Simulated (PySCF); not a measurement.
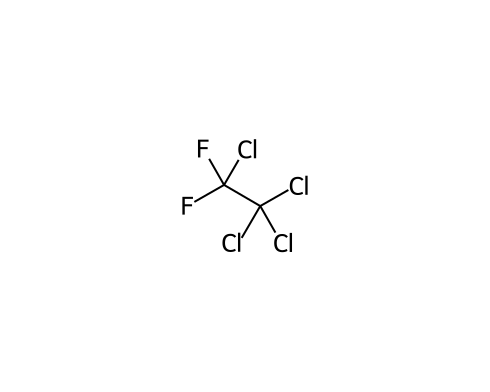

Computed geometry: GFN2-xTB optimisation. No frequency run is at hand to confirm it as a minimum. Level of theory: B3LYP/def2-SVPD, gas phase (PySCF 2.14.0). Excitations: vertical, linear response.

Predict the main results.

The species is C₂Cl₄F₂ (`FC(F)(Cl)C(Cl)(Cl)Cl`).
- dipole moment: 0.70 D
- HOMO energy (Kohn–Sham orbital): −8.97 eV
- LUMO energy (Kohn–Sham orbital): −1.54 eV
- HOMO–LUMO gap: 7.43 eV
- mean static polarisability: 81.7 bohr³
- lowest vertical singlet excitation: 6.22 eV
- its oscillator strength: 0.000
